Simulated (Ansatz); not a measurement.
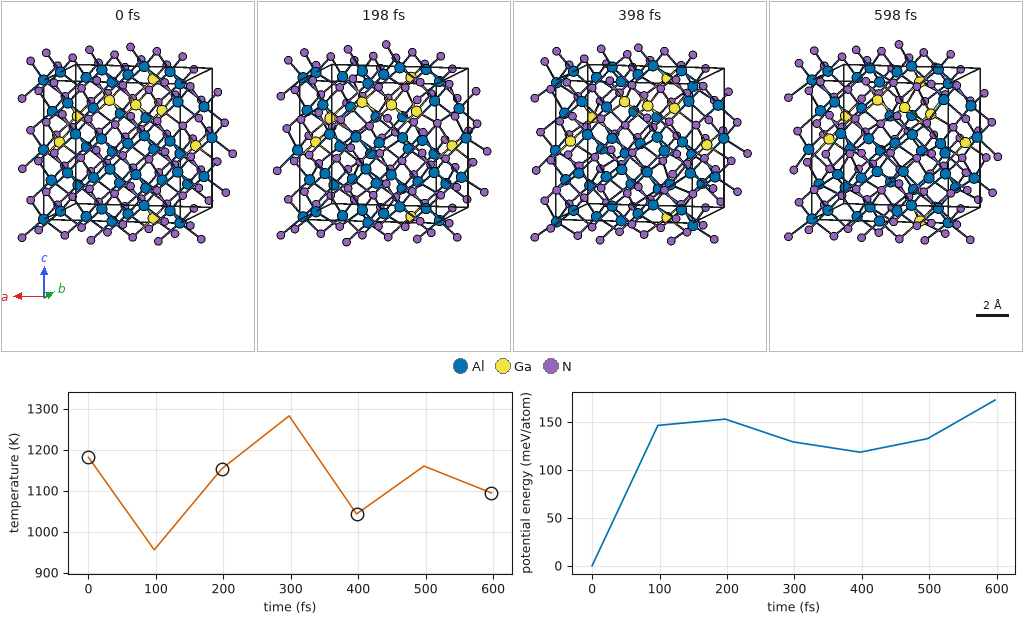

First-principles dynamics of a 64-atom cell of Al₂₇Ga₅N₃₂, 598 fs long. Frames and the history of the run. Style: ball-and-stick. Shown: the simulation cell, from a free direction. Bonds to atoms that aren't drawn are left out.

Level of theory: DFT, PBEsol, PAW, plane waves (Ansatz 0.2.0). Run with plane-wave cutoff 420 eV; k-point mesh 1 × 1 × 1; Fermi-Dirac smearing 0.01 eV; Langevin thermostat (NVT); set temperature 1200 K, then 1200 K at the end of 120 steps, then 1200 K at the end of 120 steps; time step 2.5 fs.

**Describe the run.**

The mean temperature in the second half is 1145 K (standard deviation 90 K). The potential energy in the second half lies on average 138 meV per atom above the first frame. In the second half of the run the atoms are, in the root-mean-square, this far from where they began (common drift taken out): N 0.18 Å, Al 0.18 Å, Ga 0.17 Å. That is small against the typical shortest distance between atoms in the first frame, about 1.9 Å: the atoms vibrate about their sites and the arrangement holds.

Limits of the set-up: the program's low-accuracy preset was used.

Cost: 88 s on 1 × NVIDIA GB300 Max-Q with 8 threads of Arm Neoverse-V2, peak memory 1.7 GiB.
